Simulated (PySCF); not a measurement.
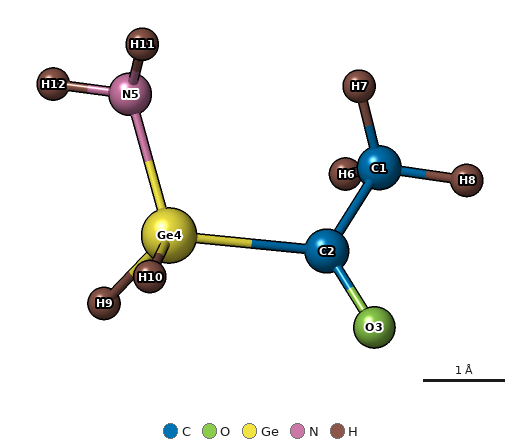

Fig. 1: The input geometry (ball-and-stick view, seen at a tilt; atoms are numbered from 1 in the order of the input). Sticks mark near contacts. Bond lengths as drawn: C–C 1.50 Å, C–Ge 2.01 Å, C–H 1.10 Å, C–O 1.21 Å, Ge–H 1.54 Å, Ge–N 1.84 Å and H–N 1.02 Å.

## C2H7GeNO: core-level calculation

C2H7GeNO, computed with delta-SCF UKS HF, pcX-2 on the ionised atom, pcseg-1 elsewhere, spin-free X2C (PySCF 2.14.0).

The run did not end well. Figures and captions count atoms from 1; the log counts them from 0 in places.

### What the program printed
```
ground state, core basis on atom 0 (C), 149 functions
  cycle   1  E = -2301.36836553  |g| = 7.19e-01
  cycle   2  E = -2301.43718094  |g| = 5.90e-01
  cycle   3  E = -2301.50212315  |g| = 6.75e-02
  cycle   4  E = -2301.50435195  |g| = 2.33e-02
  cycle   5  E = -2301.50461503  |g| = 1.01e-02
  cycle   6  E = -2301.50467536  |g| = 4.79e-03
  cycle   7  E = -2301.50469089  |g| = 1.47e-03
  cycle   8  E = -2301.50469209  |g| = 4.29e-04
  E(ground) = -2301.50469209 Eh
hole in C 1s of atom 0
  cycle   1  E = -2290.26595777  |g| = 1.49e+00
  cycle   2  E = -2290.61762225  |g| = 7.66e-01
[... 11 cycles left out ...]
  E(ion) = -2290.81605858 Eh   <S^2> = 0.7862   hole on atom = 1.000   binding energy = 290.853 eV
ground state, core basis on atom 1 (C), 149 functions
[... 5 cycles left out ...]
  E(ground) = -2301.51493915 Eh
hole in C 1s of atom 1
[... 50 cycles left out ...]
hole again with damping 0.5
[... 80 cycles left out ...]
hole again, all orbitals by overlap
[... 80 cycles left out ...]
  E(ion) = -2290.73851294 Eh   <S^2> = 0.9200   hole on atom = 1.000   binding energy = 293.241 eV
ground state, core basis on atom 2 (O), 149 functions
[... 5 cycles left out ...]
  E(ground) = -2301.53492004 Eh
hole in O 1s of atom 2
[... 9 cycles left out ...]
  E(ion) = -2281.80413819 Eh   <S^2> = 0.7731   hole on atom = 1.000   binding energy = 536.902 eV
ground state, core basis on atom 4 (N), 149 functions
[... 4 cycles left out ...]
  cycle   5  E = -2301.51998864  |g| = 3.99e-04
  E(ground) = -2301.51998864 Eh
hole in N 1s of atom 4
  cycle   1  E = -2285.96018476  |g| = 1.84e+00
  cycle   2  E = -2286.37208708  |g| = 1.03e+00
  cycle   3  E = -2286.65416277  |g| = 1.09e-01
  cycle   4  E = -2286.65836418  |g| = 2.76e-02
  cycle   5  E = -2286.65885322  |g| = 1.77e-02
  cycle   6  E = -2286.65919107  |g| = 7.73e-03
  cycle   7  E = -2286.65929510  |g| = 2.49e-03
  cycle   8  E = -2286.65930534  |g| = 9.39e-04
  cycle   9  E = -2286.65930656  |g| = 2.95e-04
  E(ion) = -2286.65930656 Eh   <S^2> = 0.7781   hole on atom = 1.000   binding energy = 404.380 eV
```

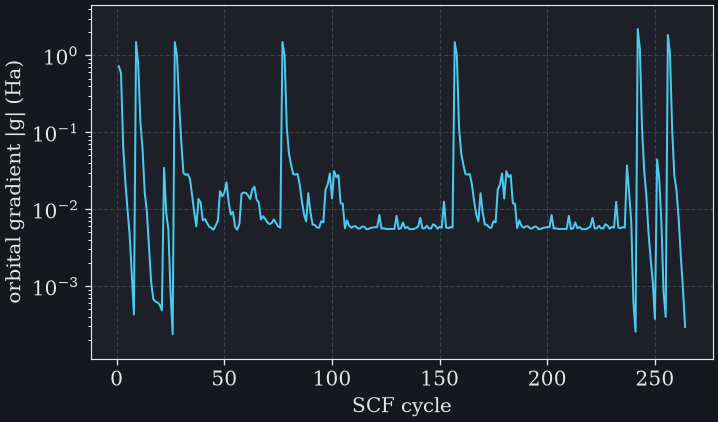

Fig. 2: Convergence of the self-consistent field: orbital gradient |g| against the SCF cycle. All cycles printed in the log are drawn one after another.

The run was set up as follows.

### Input
```
{"job": {"kind": "xps", "xc": "HF"}, "charge": 0, "multiplicity": 1}
C     -1.641931     0.308015     0.746761
C     -0.914770    -0.863906     0.149965
O     -1.450153    -1.916570    -0.099250
Ge     1.052615    -0.675107    -0.212494
N      1.459432     1.120324    -0.310392
H     -1.265577     0.477475     1.769768
H     -1.414142     1.228289     0.187305
H     -2.723072     0.112037     0.775735
H      1.847090    -1.238008     0.981098
H      1.374956    -1.480071    -1.489801
H      1.320759     1.542647    -1.224649
H      2.393713     1.359422     0.010525
```

The first line tells a small driver script what to run in PySCF; the rest is the geometry in Å.

Command:
```bash
OMP_NUM_THREADS=1 python <driver script> task.json out
```

### Outcome

```json
{"quantity": "outcome", "value": "not converged"}
{"quantity": "hardware", "value": "1 CPU thread, shared host"}
{"quantity": "wall time", "value": "85 s"}
{"quantity": "peak memory", "value": "0.57 GiB"}
```

### What went wrong

The run did not converge. At least one of its steps failed, so the values that rest on that step are not results. The core-hole state is spin-contaminated. Checks after the run noted: C1s on atom 1: valence filled by overlap, may be an excited ion; C1s on atom 1: not converged or hole moved.
